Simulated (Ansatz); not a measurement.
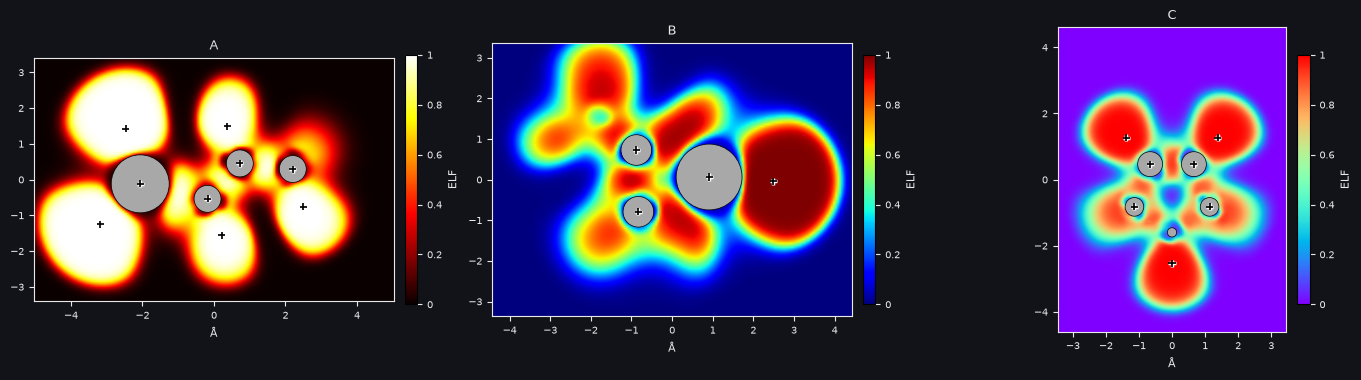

The electron localisation function of 3 systems, each on a plane through atoms (crosses mark nuclei in the plane; grey discs cover the cores).

These are results of RKS PBE0-D4/def2-TZVPP in Ansatz 0.2.0, not measurements.

System 1: C3H7Al (SMILES CC=[CH][AlH2]), the plane of atoms Al4, C3 and H9. Geometry: PBE0-D4/def2-TZVP.

```yaml
atoms:
  - { symbol: C, position_ang: [-0.5815, 1.7986, 0.1732] }
  - { symbol: C, position_ang: [-0.4225, 0.3334, -0.0442] }
  - { symbol: C, position_ang: [0.7053, -0.3742, 0.1110] }
  - { symbol: Al, position_ang: [0.6990, -2.2737, -0.2252] }
  - { symbol: H, position_ang: [-1.3449, 1.9968, 0.9330] }
  - { symbol: H, position_ang: [-0.9247, 2.2908, -0.7429] }
  - { symbol: H, position_ang: [0.3545, 2.2622, 0.4891] }
  - { symbol: H, position_ang: [-1.3311, -0.1841, -0.3600] }
  - { symbol: H, position_ang: [1.5880, 0.1849, 0.4277] }
  - { symbol: H, position_ang: [-0.6795, -2.9244, -0.6780] }
  - { symbol: H, position_ang: [2.0027, -3.1672, -0.0631] }
```

System 2: C2H4AlN (SMILES N=[C]1[CH2][AlH]1), the plane of atoms C2, Al4 and C3. Geometry: PBE0-D4/def2-TZVP.

```xyz
8

N    -1.2791    1.0513   -0.9773
C    -0.4937    0.1639   -0.5492
C     0.7358    0.2031    0.3461
Al   -0.1859   -1.5037    0.3304
H    -0.9189    1.9932   -0.7737
H     0.9212    1.0662    0.9879
H     1.6294   -0.0357   -0.2542
H    -0.3164   -2.9956    0.8342
```

System 3: C3H4O2, the plane of atoms C1, C2 and O3. Geometry: PBE0-D4/def2-TZVP.

| atom | x (Å) | y (Å) | z (Å) |
| --- | --- | --- | --- |
| C | 0.1965 | 1.1251 | -0.0407 |
| C | 0.7344 | 0.2328 | -0.8576 |
| O | 0.1359 | -0.9944 | -0.6803 |
| C | -0.5671 | -0.8475 | 0.5382 |
| O | -0.7875 | 0.5375 | 0.7222 |
| H | 0.3593 | 2.1821 | 0.0792 |
| H | 1.4826 | 0.3190 | -1.6262 |
| H | -1.5211 | -1.3721 | 0.4832 |
| H | 0.0556 | -1.2290 | 1.3649 |

Which map belongs to which system?

Answer. Panel A is system 1, C3H7Al: the plane holds C, Al and H. C–C (1.34 Å): the ELF peaks at about 0.95 between the atoms: a short, multiple covalent bond. Panel B is system 2, C2H4AlN: the plane holds C, Al and H. C–C (1.52 Å): the ELF peaks at about 0.95 between the atoms (localised, covalent bonding). Panel C is system 3, C3H4O2: the plane holds C, O and H. C–C (1.32 Å): the ELF peaks at about 0.95 between the atoms; a multiple bond.
